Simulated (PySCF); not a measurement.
# C5H4N2S, SMILES `CC#Cc1ncns1`: electronic structure

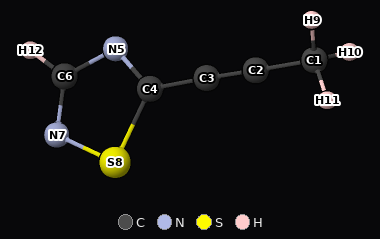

The molecule, with its atoms numbered as below. No frequency check shows the geometry to be a minimum.

Geometry (Å), atoms numbered from 1:

```
C1       3.8959   -0.0327    0.0001
C2       2.4611    0.0756    0.0003
C3       1.2603    0.1837    0.0005
C4      -0.1290    0.2672    0.0002
N5      -0.8467    1.3504    0.0001
C6      -2.1467    1.0324   -0.0002
N7      -2.4907   -0.2260   -0.0002
S8      -1.1618   -1.1661    0.0000
H9       4.3160    0.6140    0.7700
H10      4.2882    0.2747   -0.9692
H11      4.1935   -1.0627    0.1946
H12     -2.8963    1.8030   -0.0001
```

### 1. Bonding charge

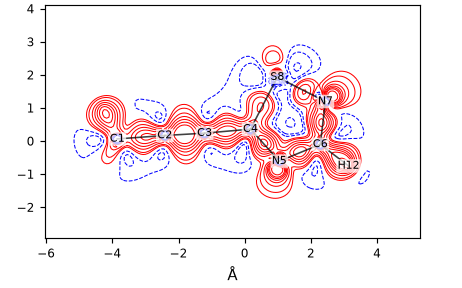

Deformation density (molecule less spherical, spin-averaged free atoms) in a plane through 9 of the atoms; contours at ±0.05 to ±0.8 e/Å³; solid red lines: gain, dashed blue lines: loss.

Computed with PySCF, B3LYP/def2-SVP, geometry: GFN2-xTB.

Question: Describe the bonding that the map shows.

Answer: C6–H12: +0.78 e/Å³ at the bond critical point (bond length 1.07 Å, Mayer order 1.0). C2–C3: +0.78 e/Å³ at the bond critical point (bond length 1.21 Å, Mayer order 2.4). C4–N5: +0.61 e/Å³ at the bond critical point (bond length 1.30 Å, Mayer order 1.7). C3–C4: +0.59 e/Å³ at the bond critical point (bond length 1.39 Å, Mayer order 0.9). C6–N7: +0.53 e/Å³ at the bond critical point (bond length 1.30 Å, Mayer order 1.6). N5–C6: +0.53 e/Å³ at the bond critical point (bond length 1.34 Å, Mayer order 1.3). C1–C2: +0.48 e/Å³ at the bond critical point (bond length 1.44 Å, Mayer order 1.1). C4–S8: +0.31 e/Å³ at the bond critical point (bond length 1.77 Å, Mayer order 1.1). N7–S8: +0.06 e/Å³ at the bond critical point (bond length 1.63 Å, Mayer order 1.2); up to 0.6 Å beside the axis the gain reaches +0.31 e/Å³. In all, 2.9 electrons gather in the regions of gain relative to the promolecule. A small or negative value marks a very polar bond, one between electron-rich atoms, whose free-atom densities already overlap strongly, a long bond to a heavier atom, or a closed-shell contact such as a hydrogen bond.

### 2. Bond critical points

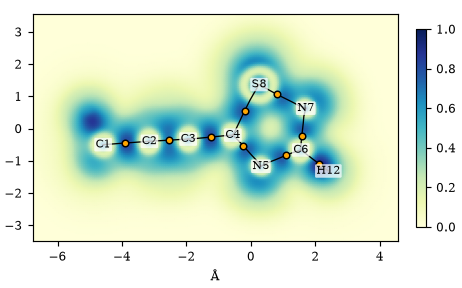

Localised orbital locator (LOL) in a plane through 9 of the atoms, with bond paths and bond critical points (dots).

Question: What values does LOL take at the bond critical points in this plane?

Answer: C6–H12: about 0.92; C3–C4: about 0.82; C1–C2: about 0.81; C4–S8: about 0.76; C2–C3: about 0.68; N5–C6: about 0.62; C4–N5: about 0.59; C6–N7: about 0.54; N7–S8: about 0.43. Values above 0.5 mark slow, localised electrons, as in shared pairs; low values at a critical point mark a polar or closed-shell contact whose critical point lies between the shells.

Question: Where along C6–N7 does the critical point lie?

Answer: 0.45 Å from C6 and 0.86 Å from N7.

### 3. Local ionisation energy

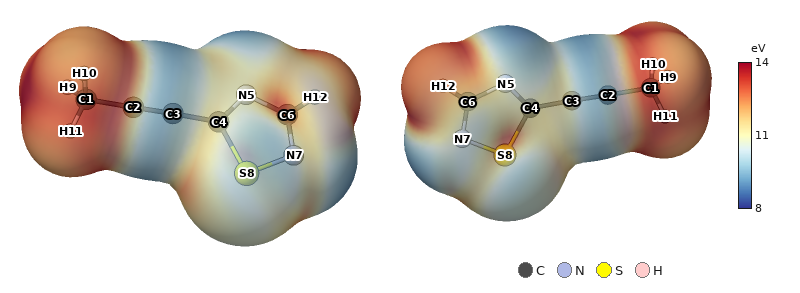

Average local ionisation energy on the surface of electron density 0.001 a.u. (back view left, front view right).

Question: Where are the most loosely bound electrons on this surface?

Answer: The lowest value is 8.9 eV, 1.9 Å from N5. Further minima include 9.0 eV, 1.9 Å from N7; 9.1 eV, off the C2–C3 bond (2.1 to 2.2 Å from its atoms); 9.5 eV, 2.2 Å from S8. For comparison, the highest occupied orbital lies at −7.0 eV.

Question: What volume does the surface enclose, and what is the dipole moment?

Answer: About 148 Å³; the dipole moment is 3.2 D.

### 4. Removing or adding an electron

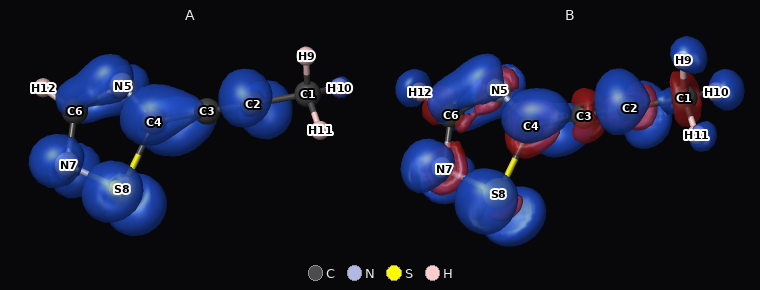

The Fukui function f⁺ from two separate SCF calculations and the density of the LUMO, at ±0.02 e/Å³ (blue positive, red negative).

PySCF calculation, PBE/def2-SVP, gas phase; geometry: GFN2-xTB.

Question: Which panel is which, and how good is the frozen-orbital picture?

Answer: B is f⁺ (it has negative regions), A the LUMO density. The LUMO lies on S8 (21 %), C4 (20 %) and N7 (15 %); f⁺ (Hirshfeld-condensed) is largest on S8 (0.21) and C2 (0.14); the vertical electron affinity is −0.24 eV (the stability of the anion's solution wasn't checked; negative, but this basis has no diffuse functions, so it doesn't show that the anion is unbound). Relaxation shifts 18 % of the electron between atoms. The orbital energy is −2.50 eV.

### 5. Localised orbitals

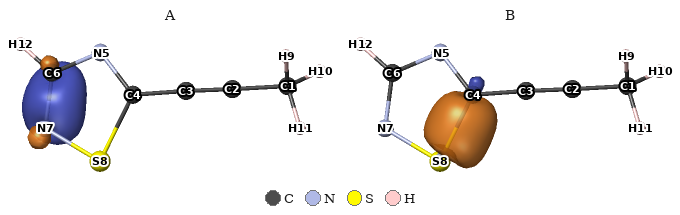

Foster–Boys orbitals, occupied; each surface holds about 70 % of the orbital's density. Energies are diagonal elements of the Fock matrix.

Level of theory: CAM-B3LYP/def2-SVP (PySCF), at a geometry from GFN2-xTB.

Question: What does each orbital represent in a Lewis picture?

Answer: By panel:
- A: bent (banana) bond N7–C6 (N7 55 %, C6 42 %; −17.1 eV)
- B: σ bond S8–C4 (S8 51 %, C4 48 %; −17.9 eV)
